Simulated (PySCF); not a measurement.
**[BH4]− (SMILES [H][B-]([H])([H])[H]): levels of theory compared**

Wanted: a comparison of 6 runs (B3LYP/STO-6G, PBE/STO-6G, PBE0/STO-6G, CCSDT/STO-6G, CCSDTQ/STO-6G, CCSD(T)/STO-6G) of [BH4]−. 

The calculation is run with PySCF 2.14.0.

10 further runs of the same task are left out: 1 that didn't finish, 9 set aside as unsound or not needed.

### 1 The molecule

[BH4]−: 5 atoms, total charge -1, spin state singlet. As SMILES, `[H][B-]([H])([H])[H]`. The B1–H4 distance was set to 2.705 Å, away from the relaxed value. At this shape a bond of the SMILES string is far longer than usual.

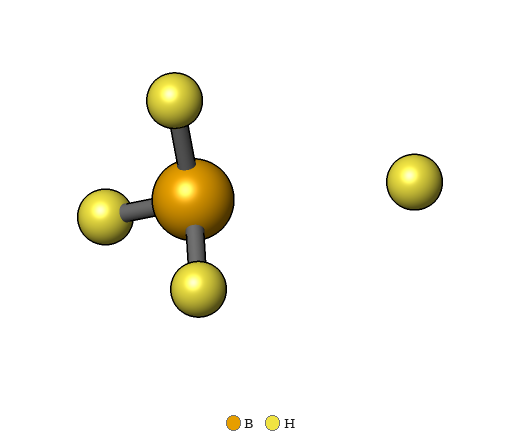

Viewed from a chosen angle; boron amber, hydrogen yellow.

### 2 A single-point energy at B3LYP/STO-6G (run 1)

job.py

```python
from pyscf import gto, dft

mol = gto.Mole()
mol.atom = '''
B      1.332438    -2.286096     0.878621
H      1.354888    -2.324628     3.201415
H      3.514411    -2.263363     0.083499
H     -1.110403     1.904485    -0.732382
H      0.238419    -4.173347     0.083726
'''
mol.verbose = 4
mol.basis = 'sto-6g'
mol.max_memory = 1860
mol.unit = 'bohr'
mol.charge = -1
mol.build()

mf = dft.RKS(mol)
mf.xc = 'b3lyp'
mf.grids.level = 5
mf.conv_tol = 1e-10
mf.kernel()
if not mf.converged:
    mf = mf.newton().run(mf.mo_coeff, mf.mo_occ)

e_tot = mf.e_tot
print('E(%s) = %.9f' % ('B3LYP', e_tot))
```

On the command line:

```console
OMP_NUM_THREADS=1 python job.py
```

The program printed:

```text
PySCF version 2.14.0

[INPUT] num. atoms = 5
[INPUT] num. electrons = 10
[INPUT] charge = -1
[INPUT] spin (= nelec alpha-beta = 2S) = 0
[INPUT] symmetry False subgroup None
[INPUT] Mole.unit = bohr
[INPUT] Symbol           X                Y                Z      unit          X                Y                Z       unit  Magmom
[INPUT]  1 B      0.705095824564  -1.209749905175   0.464946210236 AA    1.332438000000  -2.286096000000   0.878621000000 Bohr   0.0
[INPUT]  2 H      0.716975852949  -1.230140161467   1.694115860697 AA    1.354888000000  -2.324628000000   3.201415000000 Bohr   0.0
[INPUT]  3 H      1.859746211007  -1.197720119640   0.044185767935 AA    3.514411000000  -2.263363000000   0.083499000000 Bohr   0.0
[INPUT]  4 H     -0.587599962537   1.007810060539  -0.387559864088 AA   -1.110403000000   1.904485000000  -0.732382000000 Bohr   0.0
[INPUT]  5 H      0.126165901450  -2.208440125661   0.044305891161 AA    0.238419000000  -4.173347000000   0.083726000000 Bohr   0.0

nuclear repulsion = 8.70566516859299
number of shells = 7
number of NR pGTOs = 54
number of NR cGTOs = 9
basis = sto-6g
ecp = {}

******** <class 'pyscf.dft.rks.RKS'> ********
method = RKS
initial guess = minao
damping factor = 0
level_shift factor = 0
DIIS = <class 'pyscf.scf.diis.CDIIS'>
diis_start_cycle = 1
diis_space = 8
diis_damp = 0
SCF conv_tol = 1e-10
SCF conv_tol_grad = None
SCF max_cycles = 50
direct_scf = True
direct_scf_tol = 1e-13
XC library pyscf.dft.libxc version 7.0.0
    S. Lehtola, C. Steigemann, M. J.T. Oliveira, and M. A.L. Marques.,  SoftwareX 7, 1–5 (2018)
XC functionals = b3lyp
    P. J. Stephens, F. J. Devlin, C. F. Chabalowski, and M. J. Frisch.,  J. Phys. Chem. 98, 11623 (1994)
radial grids:
    Treutler-Ahlrichs [JCP 102, 346 (1995); DOI:10.1063/1.469408] (M4) radial grids

becke partition: Becke, JCP 88, 2547 (1988); DOI:10.1063/1.454033
pruning grids: <function nwchem_prune>
grids dens level: 5
symmetrized grids: False
atomic radii adjust function: <function treutler_atomic_radii_adjust>
small_rho_cutoff = 0
Set gradient conv threshold to 1e-05
Initial guess from minao.
tot grids = 137320
init E= -26.6535920080051
  HOMO = -0.16087611490668  LUMO = -0.0360303375188502  gap/eV = 3.39723
cycle= 1 E= -26.8679585070466  delta_E= -0.214  |g|= 0.175  |ddm|= 2.17
  HOMO = 0.20899727129387  LUMO = 0.378491893536873  gap/eV = 4.61218
cycle= 2 E= -26.365023889936  delta_E= 0.503  |g|= 0.73  |ddm|= 2.15
  HOMO = 0.219667974832168  LUMO = 0.342537318801518  gap/eV = 3.34345
cycle= 3 E= -26.8998036574048  delta_E= -0.535  |g|= 0.0892  |ddm|= 1.58
  HOMO = 0.19307332928982  LUMO = 0.325652721916482  gap/eV = 3.60767
cycle= 4 E= -26.9035393240458  delta_E= -0.00374  |g|= 0.0603  |ddm|= 0.104
  HOMO = 0.189055529045792  LUMO = 0.324259090154706  gap/eV = 3.67908
cycle= 5 E= -26.9017260269034  delta_E= 0.00181  |g|= 0.0821  |ddm|= 0.04
  HOMO = 0.185554774382815  LUMO = 0.32561121527484  gap/eV = 3.81113
cycle= 6 E= -26.9057379439274  delta_E= -0.00401  |g|= 0.00287  |ddm|= 0.151
  HOMO = 0.186997057532438  LUMO = 0.32643218374165  gap/eV = 3.79422
cycle= 7 E= -26.9057277157518  delta_E= 1.02e-05  |g|= 0.00475  |ddm|= 0.0144
  HOMO = 0.187414564331498  LUMO = 0.326330055761333  gap/eV = 3.78008
cycle= 8 E= -26.9057417788124  delta_E= -1.41e-05  |g|= 0.000844  |ddm|= 0.0113
  HOMO = 0.187333990891618  LUMO = 0.326340274828058  gap/eV = 3.78255
cycle= 9 E= -26.9057422346082  delta_E= -4.56e-07  |g|= 5.43e-05  |ddm|= 0.00182
  HOMO = 0.187338577484871  LUMO = 0.326339597148024  gap/eV = 3.78241
cycle= 10 E= -26.9057422365046  delta_E= -1.9e-09  |g|= 1.07e-06  |ddm|= 0.000108
  HOMO = 0.187338665462954  LUMO = 0.326339583160689  gap/eV = 3.78241
cycle= 11 E= -26.9057422365052  delta_E= -6.68e-13  |g|= 3.48e-08  |ddm|= 2.1e-06
  HOMO = 0.187338679032046  LUMO = 0.32633957947902  gap/eV = 3.78241
Extra cycle  E= -26.9057422365053  delta_E= -3.55e-14  |g|= 1.36e-07  |ddm|= 3.39e-07
converged SCF energy = -26.9057422365053
E(B3LYP) = -26.905742237
```

Wall time 1.9 s (1 thread of Arm Neoverse V2, shared host); peak memory 0.16 GiB.

### 3 A single-point energy at PBE/STO-6G (run 2)

input.py

```python
from pyscf import gto, dft

mol = gto.M(
    atom='''
B        0.705096      -1.209750       0.464946
H        0.716976      -1.230140       1.694116
H        1.859746      -1.197720       0.044186
H       -0.587600       1.007810      -0.387560
H        0.126166      -2.208440       0.044306
''',
    max_memory=1860,
    verbose=3,
    basis='sto-6g',
    charge=-1,
)

calc0 = dft.RKS(mol, xc='pbe')
calc0.conv_tol = 1e-10
calc0.grids.level = 5
calc0.kernel()
if not calc0.converged:
    calc0 = calc0.newton().run(calc0.mo_coeff, calc0.mo_occ)

e_final = calc0.e_tot
print('E = %.10f Eh' % e_final)
```

On the command line:

```console
OMP_NUM_THREADS=1 python input.py
```

The program printed:

```text
converged SCF energy = -26.8414257744469
E = -26.8414257744 Eh
```

Wall time 2.5 s (1 thread of Arm Neoverse V2, shared host); peak memory 0.15 GiB.

Runs 3 to 5 aren't shown in full; the table further down has their settings and results.

### 4 The energy at CCSD(T)/STO-6G (run 6)

mol.xyz

```xyz
5

B      0.705096    -1.209750     0.464946
H      0.716976    -1.230140     1.694116
H      1.859746    -1.197720     0.044186
H     -0.587600     1.007810    -0.387560
H      0.126166    -2.208440     0.044306
```

calc.py

```python
from pyscf import gto, cc

molecule = gto.Mole()
molecule.atom = 'mol.xyz'
molecule.charge = -1
molecule.verbose = 3
molecule.basis = 'sto-6g'
molecule.max_memory = 1860
molecule.build()

myscf = molecule.RHF()
myscf.conv_tol = 1e-10
myscf.kernel()
if not myscf.converged:
    myscf = myscf.newton().run(myscf.mo_coeff, myscf.mo_occ)

mycc = cc.CCSD(myscf, frozen=1)
mycc.kernel()
e_t = mycc.ccsd_t()
etot = mycc.e_tot + e_t
print('E(%s) = %.9f' % ('CCSD(T)', etot))
```

On the command line:

```console
OMP_NUM_THREADS=1 python calc.py
```

The program printed:

```text
converged SCF energy = -26.5532488103033
E(CCSD) = -26.67900318858425  E_corr = -0.1257543782809732
CCSD(T) correction = -0.00678512670259909
E(CCSD(T)) = -26.685788315
```

It took 0.62 s on 1 thread of Arm Neoverse V2, shared host; peak memory 0.12 GiB.

### 5 The series

| run | level | integration grid | frozen core orbitals | energy (Eh) | HOMO energy (eV) | LUMO energy (eV) | HOMO–LUMO gap (eV) | wall time |
| --- | --- | --- | --- | --- | --- | --- | --- | --- |
| 1 | B3LYP/STO-6G | 5 | – | -26.905742 | 5.10 | 8.88 | 3.78 | 1.9 s |
| 2 | PBE/STO-6G | 5 | – | -26.841426 | 5.86 | 8.30 | 2.44 | 2.5 s |
| 3 | PBE0/STO-6G | 5 | – | -26.832198 | 5.07 | 9.20 | 4.13 | 1.6 s |
| 4 | CCSDT/STO-6G | – | 1 | -26.682912 | 3.46 | 12.89 | 9.42 | 0.64 s |
| 5 | CCSDTQ/STO-6G | – | 1 | -26.682217 | 3.46 | 12.89 | 9.42 | 1.4 s |
| 6 | CCSD(T)/STO-6G | – | 1 | -26.685788 | 3.46 | 12.89 | 9.42 | 0.62 s |

### 6 What came out

| quantity | value |
| --- | --- |
| run 6: total energy | -26.68579 Eh |
| run 6: HOMO energy (Hartree–Fock orbitals) | 3.46 eV |
| run 6: LUMO energy (Hartree–Fock orbitals) | 12.89 eV |
| run 6: HOMO–LUMO gap (to an unbound level, set by the basis) | 9.42 eV |
| run 6: correlation energy (1 core orbital frozen) | -132.5 mEh |
| run 6: (T) correction | -6.79 mEh |
| run 6: T1 diagnostic | 0.105 |

What this shows: Over runs 1, 2, 3 the HOMO–LUMO gap runs from 2.44 eV (PBE/STO-6G) to 4.13 eV (PBE0/STO-6G). The empty levels of an anion lie above zero and hang on the basis. Totals of different functionals can't be ranked against each other. In runs 1, 2, 3, 4, 5, 6 the HOMO lies above zero, so the outermost electron may be held by the basis alone. In run 6 the T1 diagnostic is large, so a single reference may not serve. In runs 1, 2, 3, 4, 5, 6 the basis is minimal, so the values are rough. All runs together took 8.7 s, the longest 2.5 s.
